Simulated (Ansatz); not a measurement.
## Run report: AlH₄OF, nudged elastic band (part 1 of 2)

The run: nudged elastic band of AlH₄OF. Method and program: RKS B3LYP-D4/def2-SVP (Ansatz 0.2.0).

The run did not end well. One setting was made poor on purpose. It belongs to a series of runs on one base structure; here: band between the two ends.

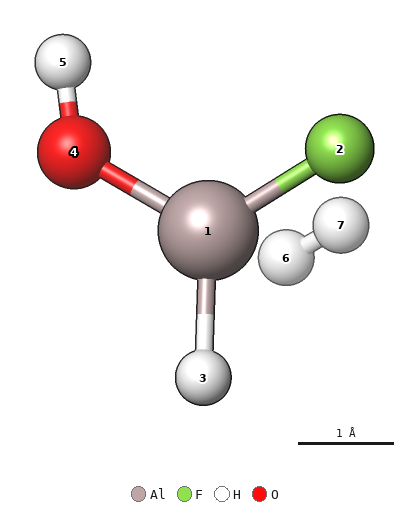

Fig. 1: The starting structure (ball-and-stick view, seen at a tilt; atoms are numbered from 1 in the order of the input). Sticks mark near contacts. Bond lengths as drawn: Al–F 1.67 Å, Al–H 1.56 Å, Al–O 1.69 Å, H–H 0.76 Å and H–O 0.96 Å.

What the run reported

- outcome: not converged
- barrier, forward (band not converged): 1.390 eV
- barrier, backward: 0.037 eV
- hardware: 1 thread of Intel Xeon (Sapphire Rapids), 32 GiB of memory available, shared host
- wall time: 6.7 min
- peak memory: 0.14 GiB

Diagnosis

The run did not converge: “NEB band did not converge after 60 iterations: max|band force component| = 1.13e-1 eV/Å (threshold 5.0e-2); raise `neb.max_iterations` in a new run, which can start from the last band evaluated (`neb.initial_path`, with `crystal.atoms` and `neb.final_atoms` set to its first and last images), add images, or start from endpoints closer to local minima …” Its last values are not results. A deliberately poor setting: step length.

Input
```yaml
crystal:
  periodic: [false, false, false]
  atoms:
    - { symbol: Al, position_ang: [0.046489, -0.226431, 0.080722] }
    - { symbol: F, position_ang: [0.012672, -0.637031, 1.70211] }
    - { symbol: H, position_ang: [1.397378, 0.114958, -0.623887] }
    - { symbol: O, position_ang: [-1.365945, -0.345311, -0.848418] }
    - { symbol: H, position_ang: [-2.24587, -0.592974, -0.551936] }
    - { symbol: H, position_ang: [-0.288288, 2.129759, 0.691737] }
    - { symbol: H, position_ang: [-0.204935, 1.76993, 1.35937] }
basis:
  gaussian: { orbitals: def2-SVP }
hamiltonian:
  xc: b3lyp
  dispersion: d4
neb:
  order_check: false
  images: 5
  f_tol: 0.05
  max_iterations: 60
  max_displacement: 0.02
  optimiser: fire
  final_atoms:
    - { symbol: Al, position_ang: [-0.11733836, 0.42885103, -0.14809847] }
    - { symbol: F, position_ang: [0.02553148, 0.11898252, 1.90613403] }
    - { symbol: H, position_ang: [1.20779785, -0.20493796, -0.73033264] }
    - { symbol: O, position_ang: [-1.66922861, -0.16743111, -0.54748392] }
    - { symbol: H, position_ang: [-1.86962599, -0.97702116, -1.02377354] }
    - { symbol: H, position_ang: [-0.15784301, 1.94626853, 0.41170992] }
    - { symbol: H, position_ang: [-0.06779236, 1.06818815, 1.94154263] }
  initial_path:
    images:
      - { positions_ang: [[0.046489, -0.226431, 0.080722], [0.012672, -0.637031, 1.70211], [1.397378, 0.114958, -0.623887], [-1.365945, -0.345311, -0.848418], [-2.24587, -0.592974, -0.551936], [-0.288288, 2.129759, 0.691737], [-0.204935, 1.76993, 1.35937]] }
      - { positions_ang: [[0.03085459, -0.1497687, 0.05218668], [0.00949219, -0.43264426, 1.81304953], [1.38132786, 0.08138088, -0.67831097], [-1.42511642, -0.22510352, -0.86298689], [-2.18148014, -0.67337755, -0.59933803], [-0.26958923, 2.00156629, 0.6629881], [-0.19398785, 1.61084685, 1.42210959]] }
      - { positions_ang: [[0.01522018, -0.0731064, 0.02365136], [0.00631238, -0.22825752, 1.92398905], [1.36527773, 0.04780376, -0.73273494], [-1.48428785, -0.10489604, -0.87755578], [-2.11709028, -0.7537811, -0.64674007], [-0.25089046, 1.87337359, 0.6342392], [-0.18304071, 1.45176371, 1.48484917]] }
      - { positions_ang: [[-0.00041423, 0.0035559, -0.00488396], [0.00313257, -0.02387078, 2.03492858], [1.34922759, 0.01422664, -0.78715891], [-1.54345927, 0.01531144, -0.89212466], [-2.05270041, -0.83418465, -0.6941421], [-0.23219168, 1.74518088, 0.60549029], [-0.17209356, 1.29268056, 1.54758876]] }
      - { positions_ang: [[-0.03938894, 0.14532094, -0.05262213], [0.01059887, 0.02374699, 1.99199706], [1.30208434, -0.05882822, -0.76821682], [-1.58538238, -0.04560275, -0.77724442], [-1.99167561, -0.88179682, -0.80401925], [-0.20740879, 1.8122101, 0.54089684], [-0.13732649, 1.21784976, 1.67890671]] }
      - { positions_ang: [[-0.07836365, 0.28708599, -0.1003603], [0.01806518, 0.07136475, 1.94906555], [1.25494109, -0.13188309, -0.74927473], [-1.62730549, -0.10651693, -0.66236417], [-1.9306508, -0.92940899, -0.91389639], [-0.1826259, 1.87923932, 0.47630338], [-0.10255943, 1.14301896, 1.81022467]] }
      - { positions_ang: [[-0.11733836, 0.42885103, -0.14809847], [0.02553148, 0.11898252, 1.90613403], [1.20779785, -0.20493796, -0.73033264], [-1.66922861, -0.16743111, -0.54748392], [-1.86962599, -0.97702116, -1.02377354], [-0.15784301, 1.94626853, 0.41170992], [-0.06779236, 1.06818815, 1.94154263]] }
```

Launch command:
```bash
ansatz run input.yaml --threads 1 --pin off --max-ram 2048MiB --backend cpu --events-out ev --progress --plain --runs-dir out
```

Log
```
Engine: ansatz 0.2.0, x86_64-unknown-linux-gnu
Functional definition: B3LYP
  parameter a0 = 0.2
  parameter ax = 0.72
  parameter ac = 0.81
  exchange = (1 - a0 - ax)*slater_x + ax*b88_x + a0*exact_x
  correlation = (1 - ac)*vwn_rpa_c + ac*lyp_c
658 factors; integrals over basis functions are off by at most 4.4e-4 eV
mean field evaluation 1: about -11416.5500 eV, gradient 6.4e1 eV
mean field evaluation 2: about -11396.2882 eV, gradient 1.2e2 eV
mean field evaluation 4: about -11423.3019 eV, gradient 8.4e0 eV
mean field evaluation 8: about -11423.4139 eV, gradient 1.3e-2 eV
mean field -11423.41387055 eV, -419.8027166748 hartree, gradient 6.4e-5 eV, S^2 0.000000; 0 other end points of the search recorded, 0 dependent functions left out
the calculation of the forces begins
reference -11423.41409428 eV, -419.8027248965 hartree; 17, 17 occupied and 49, 49 virtual orbitals, 658 factors
660 factors; integrals over basis functions are off by at most 1.6e-3 eV
mean field evaluation 16: about -11421.7490 eV, gradient 1.2e1 eV
mean field -11422.06638042 eV, -419.7531973260 hartree, gradient 1.5e-5 eV, S^2 0.000000; 0 other end points of the search recorded, 0 dependent functions left out
[... from here on the field's lines of each further geometry are left out, up to the last ...]
NEB iter   1: max|band force component| = 2.690e0 eV/Å  barrier→ = 2.0144 eV  barrier← = 0.6618 eV  Δτ_max = 0.0200 Å  (158 SCF iters)
NEB iter   2: max|band force component| = 2.305e0 eV/Å  barrier→ = 1.8648 eV  barrier← = 0.5122 eV  Δτ_max = 0.0200 Å  (127 SCF iters)
NEB iter   3: max|band force component| = 2.242e0 eV/Å  barrier→ = 1.7700 eV  barrier← = 0.4174 eV  Δτ_max = 0.0200 Å  (126 SCF iters)
NEB iter   4: max|band force component| = 2.112e0 eV/Å  barrier→ = 1.6951 eV  barrier← = 0.3425 eV  Δτ_max = 0.0200 Å  (126 SCF iters)
NEB iter   5: max|band force component| = 1.923e0 eV/Å  barrier→ = 1.6355 eV  barrier← = 0.2829 eV  Δτ_max = 0.0200 Å  (130 SCF iters)
NEB iter   6: max|band force component| = 1.678e0 eV/Å  barrier→ = 1.5866 eV  barrier← = 0.2340 eV  Δτ_max = 0.0200 Å  (130 SCF iters)
NEB iter   7: max|band force component| = 1.389e0 eV/Å  barrier→ = 1.5453 eV  barrier← = 0.1926 eV  Δτ_max = 0.0200 Å  (121 SCF iters)
NEB iter   8: max|band force component| = 1.075e0 eV/Å  barrier→ = 1.5089 eV  barrier← = 0.1563 eV  Δτ_max = 0.0162 Å  (120 SCF iters)
NEB iter   9: max|band force component| = 8.224e-1 eV/Å  barrier→ = 1.4811 eV  barrier← = 0.1285 eV  Δτ_max = 0.0200 Å  (121 SCF iters)
NEB iter  10: max|band force component| = 6.400e-1 eV/Å  barrier→ = 1.4501 eV  barrier← = 0.0974 eV  Δτ_max = 0.0101 Å  (120 SCF iters)
NEB iter  11: max|band force component| = 5.688e-1 eV/Å  barrier→ = 1.4346 eV  barrier← = 0.0820 eV  Δτ_max = 0.0193 Å  (120 SCF iters)
NEB iter  12: max|band force component| = 4.811e-1 eV/Å  barrier→ = 1.4083 eV  barrier← = 0.0557 eV  CI = image 4  Δτ_max = 0.0200 Å  (123 SCF iters)
NEB iter  13: max|band force component| = 3.887e-1 eV/Å  barrier→ = 1.3989 eV  barrier← = 0.0462 eV  CI = image 5  Δτ_max = 0.0066 Å  (120 SCF iters)
NEB iter  14: max|band force component| = 3.797e-1 eV/Å  barrier→ = 1.3982 eV  barrier← = 0.0456 eV  CI = image 5  Δτ_max = 0.0130 Å  (108 SCF iters)
NEB iter  15: max|band force component| = 3.480e-1 eV/Å  barrier→ = 1.3972 eV  barrier← = 0.0446 eV  CI = image 5  Δτ_max = 0.0190 Å  (120 SCF iters)
NEB iter  16: max|band force component| = 2.885e-1 eV/Å  barrier→ = 1.3963 eV  barrier← = 0.0437 eV  CI = image 5  Δτ_max = 0.0200 Å  (122 SCF iters)
NEB iter  17: max|band force component| = 2.449e-1 eV/Å  barrier→ = 1.3962 eV  barrier← = 0.0436 eV  CI = image 5  Δτ_max = 0.0041 Å  (122 SCF iters)
NEB iter  18: max|band force component| = 2.553e-1 eV/Å  barrier→ = 1.3964 eV  barrier← = 0.0437 eV  CI = image 5  Δτ_max = 0.0083 Å  (99 SCF iters)
NEB iter  19: max|band force component| = 2.472e-1 eV/Å  barrier→ = 1.3967 eV  barrier← = 0.0441 eV  CI = image 5  Δτ_max = 0.0124 Å  (115 SCF iters)
NEB iter  20: max|band force component| = 2.121e-1 eV/Å  barrier→ = 1.3974 eV  barrier← = 0.0448 eV  CI = image 5  Δτ_max = 0.0158 Å  (121 SCF iters)
NEB iter  21: max|band force component| = 1.883e-1 eV/Å  barrier→ = 1.3986 eV  barrier← = 0.0459 eV  CI = image 5  Δτ_max = 0.0188 Å  (121 SCF iters)
NEB iter  22: max|band force component| = 1.736e-1 eV/Å  barrier→ = 1.4002 eV  barrier← = 0.0475 eV  CI = image 5  Δτ_max = 0.0200 Å  (121 SCF iters)
NEB iter  23: max|band force component| = 1.521e-1 eV/Å  barrier→ = 1.4021 eV  barrier← = 0.0495 eV  CI = image 5  Δτ_max = 0.0024 Å  (127 SCF iters)
NEB iter  24: max|band force component| = 1.586e-1 eV/Å  barrier→ = 1.4023 eV  barrier← = 0.0497 eV  CI = image 5  Δτ_max = 0.0050 Å  (101 SCF iters)
NEB iter  25: max|band force component| = 1.581e-1 eV/Å  barrier→ = 1.4028 eV  barrier← = 0.0502 eV  CI = image 5  Δτ_max = 0.0076 Å  (106 SCF iters)
NEB iter  26: max|band force component| = 1.456e-1 eV/Å  barrier→ = 1.4035 eV  barrier← = 0.0509 eV  CI = image 5  Δτ_max = 0.0098 Å  (121 SCF iters)
NEB iter  27: max|band force component| = 1.351e-1 eV/Å  barrier→ = 1.4043 eV  barrier← = 0.0517 eV  CI = image 5  Δτ_max = 0.0119 Å  (121 SCF iters)
NEB iter  28: max|band force component| = 1.256e-1 eV/Å  barrier→ = 1.4051 eV  barrier← = 0.0524 eV  CI = image 5  Δτ_max = 0.0138 Å  (126 SCF iters)
NEB iter  29: max|band force component| = 9.713e-2 eV/Å  barrier→ = 1.4056 eV  barrier← = 0.0529 eV  CI = image 5  Δτ_max = 0.0165 Å  (126 SCF iters)
NEB iter  30: max|band force component| = 8.621e-2 eV/Å  barrier→ = 1.4054 eV  barrier← = 0.0528 eV  CI = image 5  Δτ_max = 0.0188 Å  (126 SCF iters)
NEB iter  31: max|band force component| = 9.892e-2 eV/Å  barrier→ = 1.4037 eV  barrier← = 0.0510 eV  CI = image 5  Δτ_max = 0.0200 Å  (126 SCF iters)
NEB iter  32: max|band force component| = 1.902e-1 eV/Å  barrier→ = 1.3992 eV  barrier← = 0.0466 eV  CI = image 5  Δτ_max = 0.0065 Å  (127 SCF iters)
NEB iter  33: max|band force component| = 3.763e-1 eV/Å  barrier→ = 1.3987 eV  barrier← = 0.0460 eV  CI = image 5  Δτ_max = 0.0034 Å  (112 SCF iters)
NEB iter  34: max|band force component| = 1.272e-1 eV/Å  barrier→ = 1.3985 eV  barrier← = 0.0459 eV  CI = image 5  Δτ_max = 0.0039 Å  (94 SCF iters)
NEB iter  35: max|band force component| = 2.672e-1 eV/Å  barrier→ = 1.3983 eV  barrier← = 0.0457 eV  CI = image 5  Δτ_max = 0.0006 Å  (103 SCF iters)
NEB iter  36: max|band force component| = 2.184e-1 eV/Å  barrier→ = 1.3983 eV  barrier← = 0.0456 eV  CI = image 5  Δτ_max = 0.0011 Å  (83 SCF iters)
NEB iter  37: max|band force component| = 1.296e-1 eV/Å  barrier→ = 1.3982 eV  barrier← = 0.0456 eV  CI = image 5  Δτ_max = 0.0013 Å  (86 SCF iters)
NEB iter  38: max|band force component| = 1.249e-1 eV/Å  barrier→ = 1.3981 eV  barrier← = 0.0455 eV  CI = image 5  Δτ_max = 0.0012 Å  (88 SCF iters)
NEB iter  39: max|band force component| = 1.262e-1 eV/Å  barrier→ = 1.3980 eV  barrier← = 0.0454 eV  CI = image 5  Δτ_max = 0.0002 Å  (87 SCF iters)
NEB iter  40: max|band force component| = 1.258e-1 eV/Å  barrier→ = 1.3980 eV  barrier← = 0.0454 eV  CI = image 5  Δτ_max = 0.0005 Å  (83 SCF iters)
NEB iter  41: max|band force component| = 1.250e-1 eV/Å  barrier→ = 1.3980 eV  barrier← = 0.0453 eV  CI = image 5  Δτ_max = 0.0007 Å  (82 SCF iters)
NEB iter  42: max|band force component| = 1.240e-1 eV/Å  barrier→ = 1.3979 eV  barrier← = 0.0453 eV  CI = image 5  Δτ_max = 0.0010 Å  (86 SCF iters)
NEB iter  43: max|band force component| = 1.228e-1 eV/Å  barrier→ = 1.3978 eV  barrier← = 0.0452 eV  CI = image 5  Δτ_max = 0.0012 Å  (86 SCF iters)
NEB iter  44: max|band force component| = 1.217e-1 eV/Å  barrier→ = 1.3977 eV  barrier← = 0.0451 eV  CI = image 5  Δτ_max = 0.0014 Å  (86 SCF iters)
NEB iter  45: max|band force component| = 1.206e-1 eV/Å  barrier→ = 1.3975 eV  barrier← = 0.0449 eV  CI = image 5  Δτ_max = 0.0019 Å  (87 SCF iters)
NEB iter  46: max|band force component| = 1.196e-1 eV/Å  barrier→ = 1.3974 eV  barrier← = 0.0447 eV  CI = image 5  Δτ_max = 0.0024 Å  (88 SCF iters)
NEB iter  47: max|band force component| = 1.185e-1 eV/Å  barrier→ = 1.3972 eV  barrier← = 0.0445 eV  CI = image 5  Δτ_max = 0.0030 Å  (87 SCF iters)
NEB iter  48: max|band force component| = 1.167e-1 eV/Å  barrier→ = 1.3969 eV  barrier← = 0.0443 eV  CI = image 5  Δτ_max = 0.0038 Å  (91 SCF iters)
NEB iter  49: max|band force component| = 1.138e-1 eV/Å  barrier→ = 1.3966 eV  barrier← = 0.0440 eV  CI = image 5  Δτ_max = 0.0047 Å  (95 SCF iters)
NEB iter  50: max|band force component| = 1.140e-1 eV/Å  barrier→ = 1.3962 eV  barrier← = 0.0436 eV  CI = image 5  Δτ_max = 0.0058 Å  (96 SCF iters)
NEB iter  51: max|band force component| = 1.153e-1 eV/Å  barrier→ = 1.3957 eV  barrier← = 0.0431 eV  CI = image 5  Δτ_max = 0.0071 Å  (95 SCF iters)
NEB iter  52: max|band force component| = 1.152e-1 eV/Å  barrier→ = 1.3952 eV  barrier← = 0.0425 eV  CI = image 5  Δτ_max = 0.0086 Å  (100 SCF iters)
NEB iter  53: max|band force component| = 1.131e-1 eV/Å  barrier→ = 1.3945 eV  barrier← = 0.0418 eV  CI = image 5  Δτ_max = 0.0106 Å  (106 SCF iters)
NEB iter  54: max|band force component| = 1.153e-1 eV/Å  barrier→ = 1.3936 eV  barrier← = 0.0410 eV  CI = image 5  Δτ_max = 0.0131 Å  (109 SCF iters)
NEB iter  55: max|band force component| = 1.061e-1 eV/Å  barrier→ = 1.3925 eV  barrier← = 0.0399 eV  CI = image 5  Δτ_max = 0.0159 Å  (111 SCF iters)
NEB iter  56: max|band force component| = 1.143e-1 eV/Å  barrier→ = 1.3913 eV  barrier← = 0.0387 eV  CI = image 5  Δτ_max = 0.0188 Å  (117 SCF iters)
NEB iter  57: max|band force component| = 1.677e-1 eV/Å  barrier→ = 1.3900 eV  barrier← = 0.0374 eV  CI = image 5  Δτ_max = 0.0029 Å  (115 SCF iters)
NEB iter  58: max|band force component| = 1.156e-1 eV/Å  barrier→ = 1.3899 eV  barrier← = 0.0373 eV  CI = image 5  Δτ_max = 0.0027 Å  (93 SCF iters)
```
